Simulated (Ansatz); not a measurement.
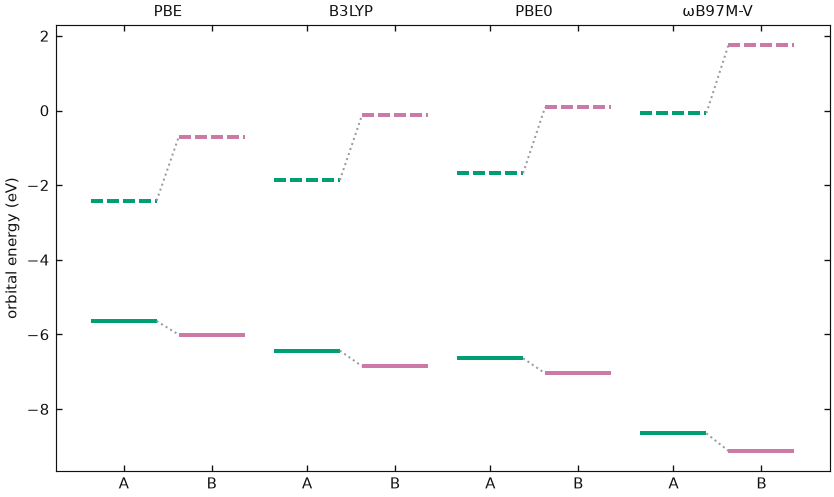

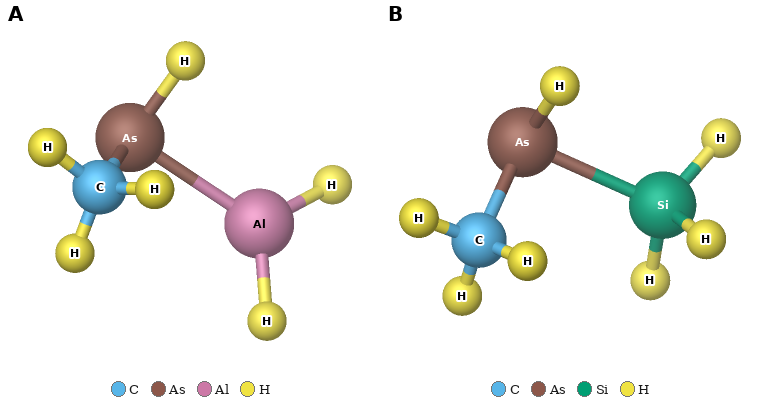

One change: A, CH₆AlAs (SMILES C[AsH][AlH2]), becomes B, CH₇AsSi (SMILES C[AsH][SiH3]). AlH₂ on As is replaced by SiH₃. HOMO (solid) and LUMO (dashed) computed in def2-TZVPP at PBE0-D4/def2-TZVP geometries, both minima by their frequencies, gas phase, the Ansatz code. Empty levels above zero depend strongly on the basis.

Question: What does the change do to HOMO and LUMO?

Answer: PBE: the HOMO falls by 0.36 eV, the LUMO rises by 1.70 eV, and the separation goes from 3.23 to 5.29 eV. B3LYP: the HOMO falls by 0.41 eV, the LUMO rises by 1.73 eV, and the separation goes from 4.57 to 6.72 eV. PBE0: the HOMO falls by 0.40 eV, the LUMO rises by 1.77 eV, and the separation goes from 4.96 to 7.13 eV. ωB97M-V: the HOMO falls by 0.47 eV, the LUMO rises by 1.82 eV, and the separation goes from 8.58 to 10.87 eV.

Question: Do the functionals agree on the effect?

Answer: They agree on the direction for both levels; the HOMO shift lies between −0.47 and −0.36 eV and the LUMO shift between 1.70 and 1.82 eV, while the separations themselves differ by up to 5.6 eV between functionals.
